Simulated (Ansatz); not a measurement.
## Electronic structure of H₅KNSi (charge +1) in real space

```xyz
8

K    -0.7326    2.2904   -1.7479
Si    0.1431   -0.9287   -0.0634
N    -0.0277    0.7447    0.4892
H    -1.1713   -1.2771   -0.6595
H     1.1806   -0.8830   -1.1243
H     0.5152   -1.8912    0.9971
H     0.8300    1.1039    0.8988
H    -0.7373    0.8411    1.2101
```

Geometry: PBE0-D4/def2-TZVP.

All numbers below come from Ansatz 0.2.0, RKS PBE0-D4/def2-TZVPPD.

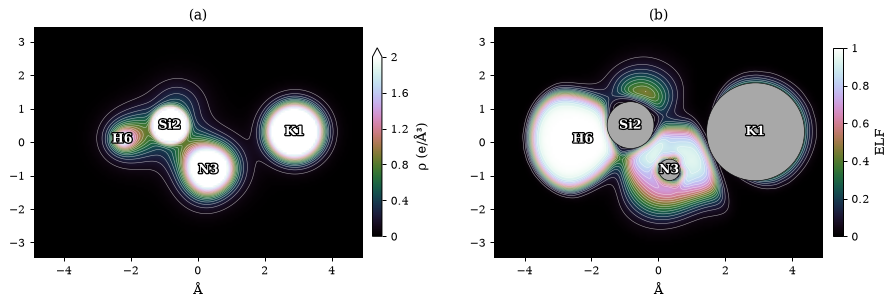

Figure 1. (a) total electron density; (b) ELF on the plane of atoms Si2, K1 and N3. Grey discs cover the atomic cores in the ELF map.

> Interpret the plot.

Atoms in the plane: K, Si, N and H. Si–N (1.77 Å): the density is about 1 e/Å³ at the midpoint; the ELF peaks at about 0.95 between the atoms; a polar covalent bond. K–N (2.81 Å): ρ at the midpoint is about 0.12 e/Å³; the ELF is about 0.05 at the midpoint. K–Si (3.74 Å): the density is about 0.08 e/Å³ at the midpoint; the ELF is about 0.30 at the midpoint. Si–H (1.48 Å): ρ at the midpoint is about 0.84 e/Å³; the ELF climbs to about 1 towards the hydrogen, as it does in any bond to H.

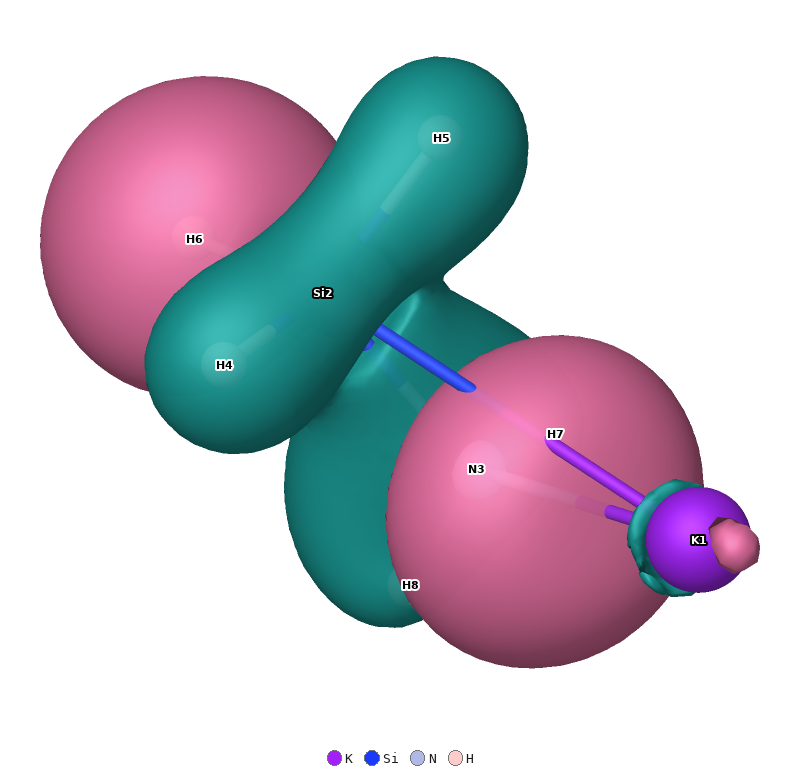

Figure 2. One frontier orbital at ±0.08 Å⁻³ᐟ² (teal and pink are the two phases), seen at an oblique angle.

> Which orbital is it: HOMO or LUMO?

The HOMO, at −12.20 eV. By Hirshfeld shares it lies mainly on N3 (about 50 %), Si2 (about 20 %) and H6 (about 20 %).
